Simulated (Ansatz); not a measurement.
# triplet B2O2 at 6 levels

Wanted: a comparison of 6 runs (UHF/aug-cc-pVDZ, U-revPBE/aug-cc-pVDZ, U-wB97M-V/aug-cc-pVDZ, UHSE06/aug-cc-pVDZ, UPBE-QIDH/aug-cc-pVDZ, UCCSD/aug-cc-pVDZ) of triplet B2O2. 

The calculation is run with Ansatz 0.2.0.

47 further runs of the same task are left out: 5 that didn't finish, 42 set aside as unsound or not needed.

### 1 The system as given

B2O2: 4 atoms, total charge 0, spin state triplet. SMILES of the parent species: `O=BB=O`. Geometry: relaxed at PBE0-D4/def2-TZVP. That shape belongs to the parent species and isn't relaxed for this state.

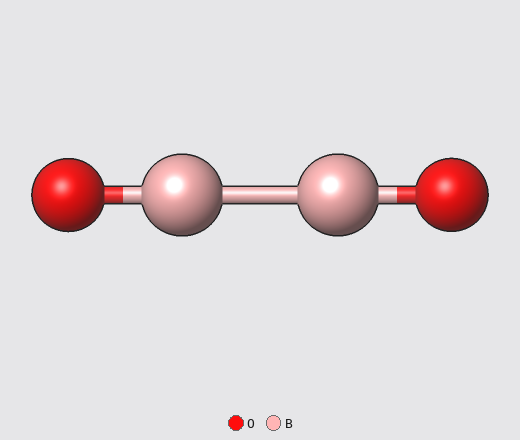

The structure, seen from a chosen angle (oxygen red, boron pink).

### 2 The energy at UHF/aug-cc-pVDZ (run 1)

File run.yaml:

```yaml
crystal:
  periodic: [false, false, false]
  atoms:
    - {symbol: O, position_ang: [-0.743090, 0.459760, 1.817650]}
    - {symbol: B, position_ang: [-0.302300, 0.187070, 0.739120]}
    - {symbol: B, position_ang: [0.302150, -0.186920, -0.739220]}
    - {symbol: O, position_ang: [0.743230, -0.459920, -1.817550]}
basis:
  gaussian:
    orbitals: aug-cc-pVDZ
magnetization:
  spin_polarized: true
  initial_magnetization: 2
hamiltonian:
  xc: hf
accuracy: high
output:
  orbitals: {seedname: orbitals}
```

Command:

```sh
ansatz run run.yaml --threads 1 --pin off --max-ram 3480MiB --events-out events.jsonl --progress --plain --runs-dir runs
```

The program printed, shortened:

```text
Warning: RAYON_NUM_THREADS=1 ignored (pool sized by the plan → 1); use --threads N
Functional definition: HF
  name "HF"
[...]
1577 factors; integrals over basis functions are off by at most 2.7e-9 eV
[...]
mean field -5415.84081667 eV, -199.0284790240 hartree, gradient 9.6e-10 eV, S^2 2.021197; 6 other end points of the search recorded, 0 dependent functions left out
reference -5415.84081667 eV, -199.0284790240 hartree; 14, 12 occupied and 78, 80 virtual orbitals, 1577 factors
Total energy: -5415.84081667 eV, -199.0284790240 hartree
```

Run time: 1.8 min. Hardware: 1 thread of Intel Xeon 6975P-C (Granite Rapids), shared host; peak memory 0.28 GiB.

### 3 A single-point energy at U-revPBE/aug-cc-pVDZ (run 2)

File molecule.yaml:

```yaml
crystal:
  periodic: [false, false, false]
  atoms:
    - {symbol: O, position_ang: [-0.743090, 0.459760, 1.817650]}
    - {symbol: B, position_ang: [-0.302300, 0.187070, 0.739120]}
    - {symbol: B, position_ang: [0.302150, -0.186920, -0.739220]}
    - {symbol: O, position_ang: [0.743230, -0.459920, -1.817550]}
basis:
  gaussian:
    orbitals: aug-cc-pVDZ
magnetization:
  spin_polarized: true
  initial_magnetization: 2
hamiltonian:
  xc: {name: revPBE}
accuracy: high
output:
  orbitals: {seedname: orbitals}
```

Command:

```sh
ansatz run molecule.yaml --threads 1 --pin off --max-ram 3480MiB --events-out events.jsonl --progress --plain --runs-dir runs
```

The program printed, shortened:

```text
Warning: RAYON_NUM_THREADS=1 ignored (pool sized by the plan → 1); use --threads N
Functional definition: revPBE
  name "revPBE"
[...]
1577 factors; integrals over basis functions are off by at most 2.7e-9 eV
[...]
mean field -5442.15106380 eV, -199.9953627722 hartree, gradient 1.2e-8 eV, S^2 2.003252; 10 other end points of the search recorded, 0 dependent functions left out
reference -5442.15107258 eV, -199.9953630950 hartree; 14, 12 occupied and 78, 80 virtual orbitals, 1577 factors
Total energy: -5442.15107258 eV, -199.9953630950 hartree
```

It took 94 s on 1 thread of Intel Xeon 6975P-C (Granite Rapids), shared host; peak memory 0.29 GiB.

Runs 3 to 5 aren't shown in full; the table further down has their settings and results.

### 4 The energy at UCCSD/aug-cc-pVDZ (run 6)

File in.yaml:

```yaml
crystal:
  periodic: [false, false, false]
  atoms:
    - {symbol: O, position_ang: [-0.743090, 0.459760, 1.817650]}
    - {symbol: B, position_ang: [-0.302300, 0.187070, 0.739120]}
    - {symbol: B, position_ang: [0.302150, -0.186920, -0.739220]}
    - {symbol: O, position_ang: [0.743230, -0.459920, -1.817550]}
basis:
  gaussian:
    orbitals: aug-cc-pVDZ
magnetization:
  spin_polarized: true
  initial_magnetization: 2
scf:
  omitted_lower_state_checks: [cluster_reference, increment]
correlation:
  method: ccsd
  frozen_orbitals: {B: 1, O: 1}
accuracy: high
```

Command:

```sh
ansatz run in.yaml --threads 1 --pin off --max-ram 3480MiB --events-out events.jsonl --progress --plain --runs-dir runs
```

The program printed:

```text
Warning: RAYON_NUM_THREADS=1 ignored (pool sized by the plan → 1); use --threads N
[... 33 lines left out ...]
4 core orbitals not correlated: weight in the atoms' cores, before any rotation towards them, 1.000 or more for the frozen orbitals, at most 0.000 for the correlated occupied ones
[... 38 lines left out ...]
Total energy: -5429.07935626 eV, -199.5149863803 hartree
Checks for a lower state left out: cluster_reference, increment
```

Run time: 3.5 min. Hardware: 1 thread of Intel Xeon 6975P-C (Granite Rapids), shared host; peak memory 1.1 GiB.

### 5 All runs side by side

```csv
run,level,frozen core orbitals,energy (Eh),HOMO energy (eV),⟨S²⟩,wall time
1,UHF/aug-cc-pVDZ,–,-199.028479,-8.21,2.021,1.8 min
2,U-revPBE/aug-cc-pVDZ,–,-199.995363,-3.90,2.003,94 s
3,U-wB97M-V/aug-cc-pVDZ,–,-199.973305,-7.07,2.005,3.1 min
4,UHSE06/aug-cc-pVDZ,–,-199.797789,-4.61,2.006,100 s
5,UPBE-QIDH/aug-cc-pVDZ,4,-199.726467,-7.20,2.013,2.7 min
6,UCCSD/aug-cc-pVDZ,4,-199.514986,–,2.021,3.5 min
```

### 6 Results

| quantity | value |
| --- | --- |
| run 6: total energy | -199.51499 Eh |
| run 6: correlation energy (4 core orbitals frozen) | -486.5 mEh |
| run 6: ⟨S²⟩ of the reference determinant | 2.021 |
| run 6: T1 diagnostic | 0.029 |

Totals of different functionals can't be ranked against each other. All runs together took 14 min, the longest 3.5 min.
